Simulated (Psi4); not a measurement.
**Excited-state calculation of SiO2 (part 4 of 4)**

Continued. System: SiO2, SMILES O=[Si]=O. Method: TDA (PBE0-1/3)/cc-pV(D+d)Z, RKS (Psi4 1.11). The geometry comes from this level: GFN2-xTB.

Geometry of the input (Å):
```
O  0.6912  1.2173  0.5137
Si -0.0007  0.0004  -0.0002
O  -0.6905  -1.2177  -0.5136
```

**Output, continued**
```
  "TD-PBE0-13 ROOT 0 -> ROOT 4 ELECTRIC TRANSITION DIPOLE MOMENT (VEL) - A TRANSITION" =>      -0.000000005102 ... 0.080855954600 1 by 3
  "TD-PBE0-13 ROOT 0 -> ROOT 4 LEFT EIGENVECTOR ALPHA"                   =>       0.000000000000 ... -0.000000241101 15 by 36
  "TD-PBE0-13 ROOT 0 -> ROOT 4 LEFT EIGENVECTOR ALPHA - A TRANSITION"    =>       0.000000000000 ... -0.000000241101 15 by 36
  "TD-PBE0-13 ROOT 0 -> ROOT 4 LEFT EIGENVECTOR BETA"                    =>       0.000000000000 ... -0.000000241101 15 by 36
  "TD-PBE0-13 ROOT 0 -> ROOT 4 LEFT EIGENVECTOR BETA - A TRANSITION"     =>       0.000000000000 ... -0.000000241101 15 by 36
  "TD-PBE0-13 ROOT 0 -> ROOT 4 MAGNETIC TRANSITION DIPOLE MOMENT (VEL)"  =>      -0.000067711852 ... 0.000000000008 1 by 3
  "TD-PBE0-13 ROOT 0 -> ROOT 4 MAGNETIC TRANSITION DIPOLE MOMENT (VEL) - A TRANSITION" =>      -0.000067711852 ... 0.000000000008 1 by 3
  "TD-PBE0-13 ROOT 0 -> ROOT 4 RIGHT EIGENVECTOR ALPHA"                  =>       0.000000000000 ... -0.000000241101 15 by 36
  "TD-PBE0-13 ROOT 0 -> ROOT 4 RIGHT EIGENVECTOR ALPHA - A TRANSITION"   =>       0.000000000000 ... -0.000000241101 15 by 36
  "TD-PBE0-13 ROOT 0 -> ROOT 4 RIGHT EIGENVECTOR BETA"                   =>       0.000000000000 ... -0.000000241101 15 by 36
  "TD-PBE0-13 ROOT 0 -> ROOT 4 RIGHT EIGENVECTOR BETA - A TRANSITION"    =>       0.000000000000 ... -0.000000241101 15 by 36

    Psi4 run time: 0:00:04.52
```

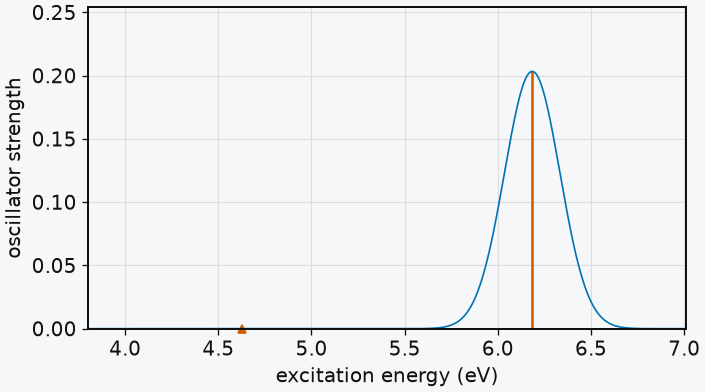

Computed excitations as sticks (degenerate states added up, dark ones marked on the axis), with a Gaussian envelope of 0.35 eV full width at half maximum, scaled to the tallest. Of the 4 states the lowest lies at 4.63 eV (f = 0.000); the strongest line is at 6.18 eV, or 200 nm (f = 0.203, summed over 2 states that lie within 0.004 eV).

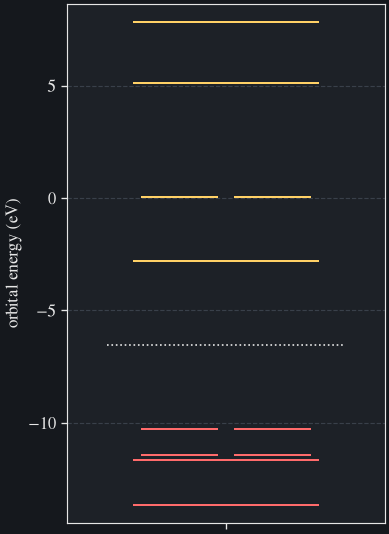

Orbital energies near the frontier; the dotted line parts filled from empty levels, and levels within 0.02 eV of each other stand side by side. Highest filled −10.27 eV, lowest empty −2.81 eV, 7.46 eV apart.

**Results in brief**

```csv
quantity,value
outcome,converged
total energy,−439.664900 hartree
basis functions,51
HOMO,−10.27 eV
LUMO,−2.81 eV
dipole moment,0.01 D
lowest excitation,4.63 eV
wall time,5.7 s
peak memory,0.4 GiB
```
